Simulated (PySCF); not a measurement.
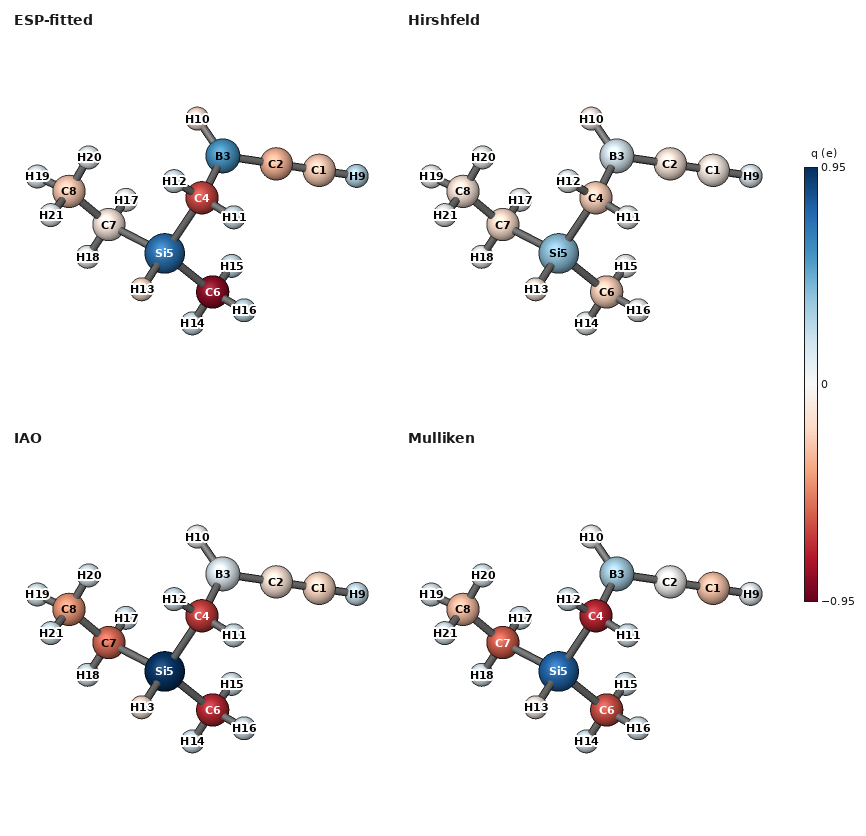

Atomic charges of one calculation by 4 schemes, on one colour scale. The geometry was computed by an optimisation with GFN2-xTB. No frequency run is at hand to confirm it as a minimum. Computed with PBE0/pcSseg-1 (PySCF 2.14.0).

> On which atom do the schemes disagree most?

On C6 (from −0.84 to −0.22 e).

List the charges (e), one line for each set of equivalent atoms.

```json
{"atom": "C1", "ESP-fitted": "−0.23", "Hirshfeld": "−0.07", "IAO": "−0.19", "Mulliken": "−0.26"}
{"atom": "C2", "ESP-fitted": "−0.32", "Hirshfeld": "−0.11", "IAO": "−0.13", "Mulliken": "−0.01"}
{"atom": "B3", "ESP-fitted": "0.56", "Hirshfeld": "0.15", "IAO": "0.12", "Mulliken": "0.31"}
{"atom": "C4", "ESP-fitted": "−0.64", "Hirshfeld": "−0.22", "IAO": "−0.66", "Mulliken": "−0.72"}
{"atom": "Si5", "ESP-fitted": "0.71", "Hirshfeld": "0.39", "IAO": "0.93", "Mulliken": "0.75"}
{"atom": "C6", "ESP-fitted": "−0.84", "Hirshfeld": "−0.22", "IAO": "−0.72", "Mulliken": "−0.61"}
{"atom": "C7", "ESP-fitted": "−0.09", "Hirshfeld": "−0.16", "IAO": "−0.54", "Mulliken": "−0.57"}
{"atom": "C8", "ESP-fitted": "−0.25", "Hirshfeld": "−0.12", "IAO": "−0.41", "Mulliken": "−0.29"}
{"atom": "H9", "ESP-fitted": "0.27", "Hirshfeld": "0.10", "IAO": "0.20", "Mulliken": "0.06"}
{"atom": "H10", "ESP-fitted": "−0.15", "Hirshfeld": "−0.05", "IAO": "0.02", "Mulliken": "0.03"}
{"atom": "H11", "ESP-fitted": "0.17", "Hirshfeld": "0.04", "IAO": "0.17", "Mulliken": "0.16"}
{"atom": "H12", "ESP-fitted": "0.12", "Hirshfeld": "0.04", "IAO": "0.16", "Mulliken": "0.16"}
{"atom": "H13", "ESP-fitted": "−0.17", "Hirshfeld": "−0.09", "IAO": "−0.13", "Mulliken": "−0.07"}
{"atom": "H14", "ESP-fitted": "0.19", "Hirshfeld": "0.04", "IAO": "0.15", "Mulliken": "0.14"}
{"atom": "H15", "ESP-fitted": "0.21", "Hirshfeld": "0.04", "IAO": "0.16", "Mulliken": "0.15"}
{"atom": "H16", "ESP-fitted": "0.22", "Hirshfeld": "0.04", "IAO": "0.16", "Mulliken": "0.14"}
{"atom": "H17", "ESP-fitted": "0.03", "Hirshfeld": "0.04", "IAO": "0.14", "Mulliken": "0.14"}
{"atom": "H18", "ESP-fitted": "0.03", "Hirshfeld": "0.04", "IAO": "0.14", "Mulliken": "0.14"}
{"atom": "H19", "ESP-fitted": "0.08", "Hirshfeld": "0.04", "IAO": "0.14", "Mulliken": "0.12"}
{"atom": "H20", "ESP-fitted": "0.06", "Hirshfeld": "0.04", "IAO": "0.14", "Mulliken": "0.12"}
{"atom": "H21", "ESP-fitted": "0.05", "Hirshfeld": "0.04", "IAO": "0.14", "Mulliken": "0.12"}
```

The geometry is semi-empirical. Around B, Si such bond lengths and angles can be off by a tenth of an ångström or more and by several degrees, and values that hang on the shape move with them.
